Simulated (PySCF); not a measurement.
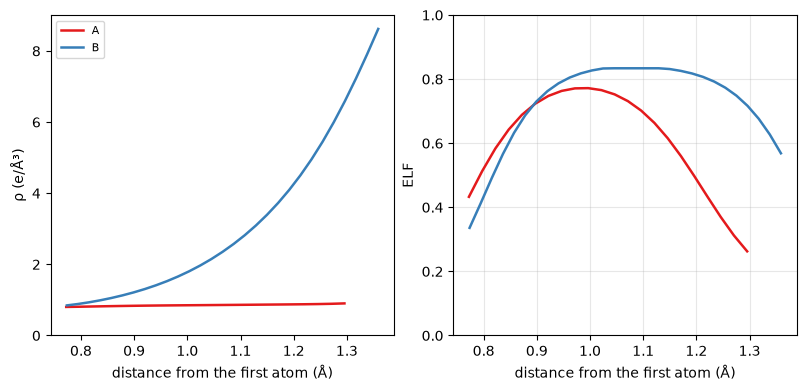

F$_{2}$PSi (SMILES F[Si](F)=[P-]) (charge −1). Electron density and ELF along straight lines between neighbouring atoms. The curves leave out the atomic cores.

Geometry: PBE0-D3(BJ)/def2-SVPD.

Level of theory: Gaussian-basis quantum chemistry of an isolated molecule with PySCF, energy and nuclear gradient, functional PBE0 in PySCF 2.14.0.

Input

```
from pyscf import gto, dft

mol = gto.Mole()
mol.atom = [
    ('F', (0.524682, -1.440121, 0.944729)),
    ('F', (0.707478, 0.956635, 1.301579)),
    ('P', (-0.034126, 0.259513, -1.910286)),
    ('Si', (0.378336, -0.058561, 0.013468)),
]
mol.basis = 'def2-tzvpd'
mol.verbose = 3
mol.max_memory = 3720
mol.charge = -1
mol.build()

myscf = dft.RKS(mol, xc='pbe0')
myscf = myscf.density_fit(auxbasis='def2-universal-jkfit')
myscf.grids.level = 3
myscf.conv_tol = 1e-09
myscf.max_cycle = 100
myscf.kernel()
if not myscf.converged:
    myscf = myscf.newton().run(myscf.mo_coeff, myscf.mo_occ)

e_final = myscf.e_tot
print('Final energy', e_final)
grad = myscf.nuc_grad_method().kernel()
myscf.analyze()
```

Launched as:

```sh
OMP_NUM_THREADS=2 python input.py
```

Q: Which curve belongs to which contact (Si–F and Si–P)? The first atom named is at distance zero.

A: Curve A: Si–P (1.99 Å): ρ is about 0.85 e/Å³ halfway; the ELF peaks at about 0.75 between the atoms: localised, covalent bonding. Curve B: Si–F (1.67 Å): ρ is about 0.99 e/Å³ halfway; the ELF peaks at about 0.85 in the valence shell of F, 0.6 Å from its nucleus, and is about 0.55 at the midpoint.
